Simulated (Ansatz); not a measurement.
# Cl$_{2}$H$_{4}$W···H$_{2}$: what the fields show

Input file:

```
crystal:
  periodic: [false, false, false]
  atoms:
    - { symbol: W, position_ang: [0.0, 0.0, 0.0] }
    - { symbol: Cl, position_ang: [0.0, 0.0, 2.74] }
    - { symbol: H, position_ang: [1.72, 0.0, 0.0] }
    - { symbol: H, position_ang: [0.0, 1.72, 0.0] }
    - { symbol: H, position_ang: [-1.72, 0.0, 0.0] }
    - { symbol: H, position_ang: [0.0, -1.72, 0.0] }
    - { symbol: Cl, position_ang: [0.0, 0.0, -2.39] }
    - { symbol: H, position_ang: [1.3275, 1.3829, 0.637] }
    - { symbol: H, position_ang: [1.114, 1.1605, 1.6422] }
basis:
  gaussian: { orbitals: def2-SVP }
hamiltonian:
  xc: pbe0
  dispersion: d4
relax:
  f_tol: 0.15
  max_steps: 25
  restrain:
    - { distance: [0, 7], at: 2.92, k: 30.0 }
    - { distance: [8, 1], at: 2.57, k: 30.0 }
    - { distance: [0, 1], at: 2.39, k: 30.0 }
    - { distance: [8, 7], at: 0.66, k: 30.0 }
output:
  orbitals: {}
```

Command:

```sh
ansatz run input.yaml --threads 2 --pin off --max-ram 3072MiB --backend cpu --events-out ev --progress --plain --runs-dir out
```

The fields are those of the run's last geometry, not of the input's.

Core potentials replace the inner electrons of W; not at a stationary point (largest force 1.8 eV/Å).

Method: Ansatz, RKS PBE0-D4/def2-SVP.

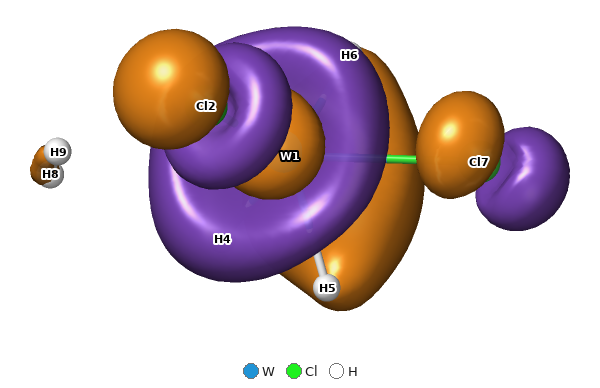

Figure 1. The LUMO at ±0.1 Å⁻³ᐟ² (orange and purple are the two phases), seen from one side.

Q: Describe this orbital and give its energy.

A: By Hirshfeld shares it lies mainly on W1 (about 65 %), Cl2 (about 10 %) and Cl7 (about 5 %). Its energy is −3.31 eV.

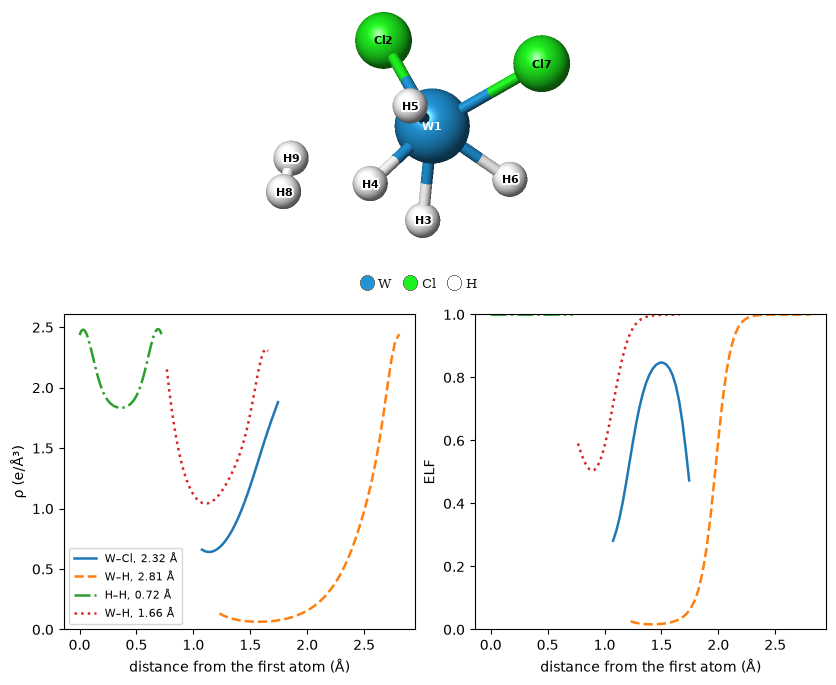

Figure 2. Electron density and electron localisation function along straight lines between neighbouring atoms. The curves leave out the atomic cores. The structure is drawn too.

Q: Compare the contacts.

A: W–Cl (2.32 Å): ρ at the midpoint is about 0.64 e/Å³; the ELF peaks at about 0.85 in the valence shell of Cl, 0.8 Å from its nucleus, and is about 0.40 at the midpoint.
W1···H9 (2.81 Å): the density falls to about 0.06 e/Å³ on the way; the ELF dips to about 0 between them.
H–H (0.72 Å): ρ at the midpoint is about 1.8 e/Å³; the ELF peaks at about 1 between the atoms (an ordinary covalent bond to hydrogen).
W–H (1.66 Å): the density is about 1.7 e/Å³ at the midpoint; the ELF climbs to about 1 towards the hydrogen.

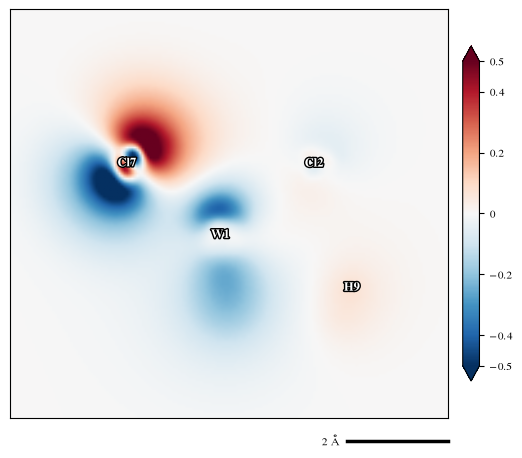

Figure 3. The HOMO−1 on the plane of atoms Cl2, W1 and Cl7 (values in Å⁻³ᐟ²; the overall sign is arbitrary).

Q: Where does this orbital lie, and at what energy?

A: By Hirshfeld shares it lies mainly on Cl7 (about 55 %) and W1 (about 25 %). Its energy is −8.93 eV.
